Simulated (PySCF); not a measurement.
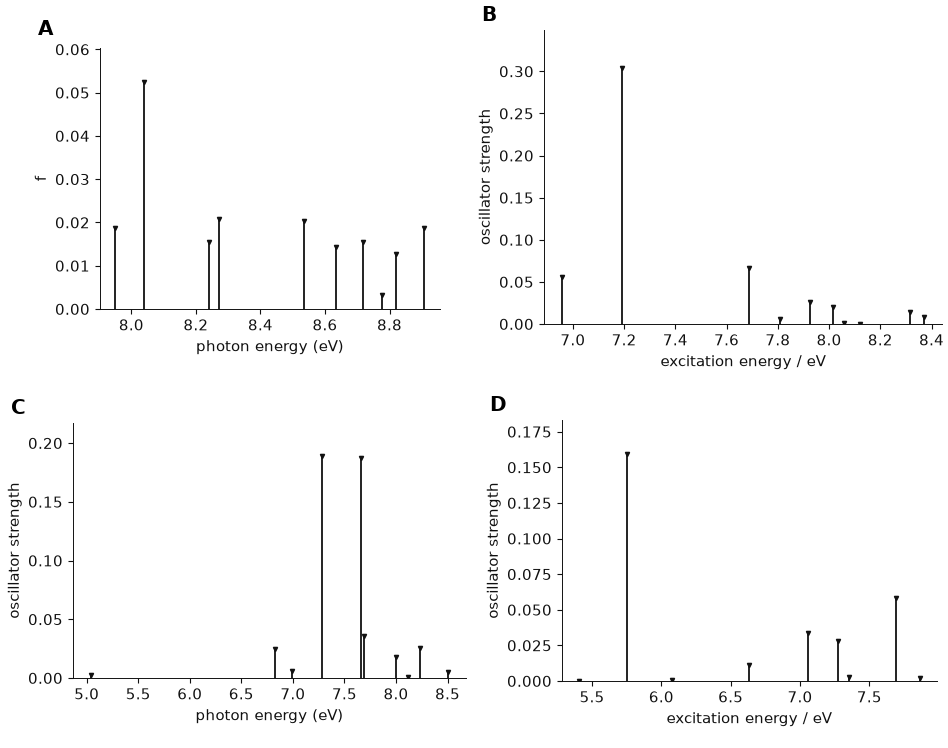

Vertical TDDFT excitations, CAM-B3LYP/def2-SVPD with PySCF, at a PBE0-D3(BJ)/def2-SVP geometry (no frequency check), gas phase. Each panel shows the lowest singlet states that were computed.

**Assign the panels.**
1. BSiH₄SBr, SMILES [SiH3]SBBr
2. C₂H₄F₃GeNO, SMILES N[C](=O)[GeH2][C](F)(F)F, singlet
3. C₃H₇BO₅S, SMILES O=S(=O)(O)[C@H]1CCOBO1
4. C₆H₁₁BO₂, SMILES C=C(C)[C@H]1CCOBO1

A: 3 (S1 at 7.95 eV, brightest at 8.04 eV)
B: 4 (S1 at 6.96 eV, brightest at 7.19 eV)
C: 2 (S1 at 5.04 eV, brightest at 7.28 eV)
D: 1 (S1 at 5.40 eV, brightest at 5.75 eV)

Caveats, for all or some of the runs: core orbitals are frozen in the response; one conformer of a flexible molecule; spin-orbit coupling is left out, and with Br it can shift these levels and split any degenerate set.
